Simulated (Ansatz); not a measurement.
# C5H8OS (tetrahydrothiopyran-4-one) at HF/STO-3G

What is the vertical ionisation energy of C5H8OS (tetrahydrothiopyran-4-one) at HF/STO-3G? 

The calculation is run with Ansatz 0.2.0.

14 further runs of the same task are left out: 14 set aside as unsound or not needed.

## (1) Starting point

C5H8OS: 15 atoms, total charge 0, spin state singlet. As SMILES, `O=C1CCSCC1`. Geometry: relaxed at PBE0-D4/def2-TZVP. This is one conformer, not always the lowest.

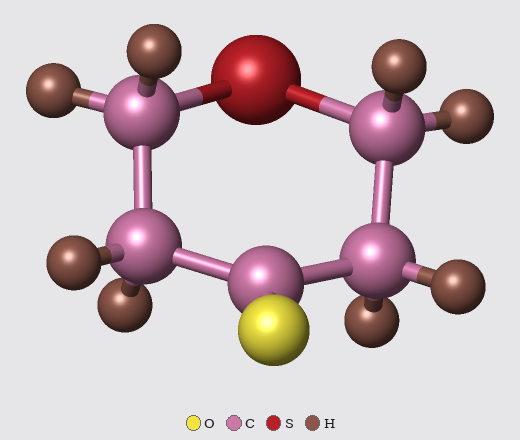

Viewed from a chosen angle; oxygen yellow, carbon pink, sulfur red, hydrogen brown.

## (2) A single-point energy at HF/STO-3G

Contents of molecule.yaml:

```yaml
crystal:
  periodic: [false, false, false]
  atoms:
    - {symbol: O, position_ang: [-0.037620, -1.744930, -1.667910]}
    - {symbol: C, position_ang: [0.003830, -1.073350, -0.667010]}
    - {symbol: C, position_ang: [-1.249860, -0.699290, 0.088550]}
    - {symbol: C, position_ang: [-1.372560, 0.803280, 0.322580]}
    - {symbol: S, position_ang: [0.019010, 1.480310, 1.243270]}
    - {symbol: C, position_ang: [1.318290, 0.938540, 0.120390]}
    - {symbol: C, position_ang: [1.312530, -0.570500, -0.103980]}
    - {symbol: H, position_ang: [-1.223830, -1.206190, 1.059550]}
    - {symbol: H, position_ang: [-2.104610, -1.075940, -0.477540]}
    - {symbol: H, position_ang: [-2.264810, 1.026220, 0.910330]}
    - {symbol: H, position_ang: [-1.467860, 1.333790, -0.629470]}
    - {symbol: H, position_ang: [2.261460, 1.253730, 0.570230]}
    - {symbol: H, position_ang: [1.217240, 1.468760, -0.831230]}
    - {symbol: H, position_ang: [1.482190, -1.070170, 0.856220]}
    - {symbol: H, position_ang: [2.106600, -0.864270, -0.793960]}
basis:
  gaussian:
    orbitals: STO-3G
total_charge: 0
hamiltonian:
  xc: hf
accuracy: high
output: {orbitals: {seedname: orbitals}}
```

The run is started by

```sh
$ ansatz run molecule.yaml --threads 4 --pin off --max-ram 12180MiB --events-out events.jsonl --progress --plain --runs-dir runs
```

Log:

```text
Warning: RAYON_NUM_THREADS=4 ignored (pool sized by the plan → 4); use --threads N
Functional definition: HF
  name "HF"
  exchange = exact_x
  correlation = 0
1097 factors; integrals over basis functions are off by at most 3.3e-8 eV
mean field evaluation 1: about -17918.7986 eV, gradient 3.9e1 eV
mean field evaluation 2: about -17919.2100 eV, gradient 3.9e1 eV
mean field evaluation 4: about -17924.6898 eV, gradient 3.2e0 eV
mean field evaluation 8: about -17924.7600 eV, gradient 1.4e-2 eV
mean field -17924.75542716 eV, -658.7226121125 hartree, gradient 1.0e-8 eV, S^2 0.000000; 0 other end points of the search recorded, 0 dependent functions left out
reference -17924.75542716 eV, -658.7226121125 hartree; 31, 31 occupied and 16, 16 virtual orbitals, 1097 factors
Total energy: -17924.75542716 eV, -658.7226121125 hartree
```

Wall time 0.34 s (4 threads of Arm Neoverse V1, shared host); peak memory 0.12 GiB.

## (3) The doublet cation, same level

Contents of in.yaml:

```yaml
crystal:
  periodic: [false, false, false]
  atoms:
    - {symbol: O, position_ang: [-0.037620, -1.744930, -1.667910]}
    - {symbol: C, position_ang: [0.003830, -1.073350, -0.667010]}
    - {symbol: C, position_ang: [-1.249860, -0.699290, 0.088550]}
    - {symbol: C, position_ang: [-1.372560, 0.803280, 0.322580]}
    - {symbol: S, position_ang: [0.019010, 1.480310, 1.243270]}
    - {symbol: C, position_ang: [1.318290, 0.938540, 0.120390]}
    - {symbol: C, position_ang: [1.312530, -0.570500, -0.103980]}
    - {symbol: H, position_ang: [-1.223830, -1.206190, 1.059550]}
    - {symbol: H, position_ang: [-2.104610, -1.075940, -0.477540]}
    - {symbol: H, position_ang: [-2.264810, 1.026220, 0.910330]}
    - {symbol: H, position_ang: [-1.467860, 1.333790, -0.629470]}
    - {symbol: H, position_ang: [2.261460, 1.253730, 0.570230]}
    - {symbol: H, position_ang: [1.217240, 1.468760, -0.831230]}
    - {symbol: H, position_ang: [1.482190, -1.070170, 0.856220]}
    - {symbol: H, position_ang: [2.106600, -0.864270, -0.793960]}
basis:
  gaussian: {orbitals: STO-3G}
total_charge: 1
magnetization: {spin_polarized: true, initial_magnetization: 1}
hamiltonian: {xc: hf}
accuracy: high
output: {orbitals: {seedname: orbitals}}
```

The run is started by

```sh
$ ansatz run in.yaml --threads 4 --pin off --max-ram 12180MiB --events-out events.jsonl --progress --plain --runs-dir runs
```

Log:

```text
Warning: RAYON_NUM_THREADS=4 ignored (pool sized by the plan → 4); use --threads N
Functional definition: HF
  name "HF"
  exchange = exact_x
  correlation = 0
1096 factors; integrals over basis functions are off by at most 3.3e-8 eV
mean field evaluation 1: about -17913.4336 eV, gradient 2.6e1 eV
mean field evaluation 2: about -17913.8251 eV, gradient 2.6e1 eV
mean field evaluation 4: about -17919.1460 eV, gradient 2.6e0 eV
mean field evaluation 8: about -17919.2677 eV, gradient 1.8e-1 eV
mean field evaluation 16: about -17919.3778 eV, gradient 3.8e-2 eV
mean field evaluation 32: about -17915.6694 eV, gradient 6.4e0 eV
mean field evaluation 64: about -17919.1459 eV, gradient 2.6e0 eV
mean field evaluation 96: about -17919.3567 eV, gradient 1.6e-8 eV
mean field -17919.37795852 eV, -658.5249937851 hartree, gradient 2.0e-8 eV, S^2 1.018615; 5 other end points of the search recorded, 0 dependent functions left out
reference -17919.37795852 eV, -658.5249937851 hartree; 31, 30 occupied and 16, 17 virtual orbitals, 1096 factors
Total energy: -17919.37795852 eV, -658.5249937851 hartree
```

Wall time 2.4 s (4 threads of Arm Neoverse V1, shared host); peak memory 0.17 GiB.

## (4) Summary of results

At HF/STO-3G:

| quantity | value |
| --- | --- |
| singlet C5H8OS: total energy | -658.72261 Eh |
| singlet C5H8OS: HOMO energy | -6.92 eV |
| singlet C5H8OS: LUMO energy | 8.06 eV |
| singlet C5H8OS: HOMO–LUMO gap | 14.98 eV |
| doublet cation: total energy | -658.52499 Eh |
| doublet cation: HOMO energy (highest over α and β) | -13.40 eV |
| doublet cation: LUMO energy (lowest over α and β) | -3.97 eV |
| doublet cation: ⟨S²⟩ | 1.019 |
| vertical ionisation energy (to the doublet cation) | 5.377 eV |

Removing an electron at fixed nuclei costs 5.38 eV (124 kcal/mol). The negative HOMO energy of the first species, 6.92 eV, lies 1.54 eV above that difference. In a minimal basis such a difference can be off by several eV, whatever the method. ⟨S²⟩ (doublet cation) is 1.02 where a pure doublet has 0.75: the reference is spin-contaminated.
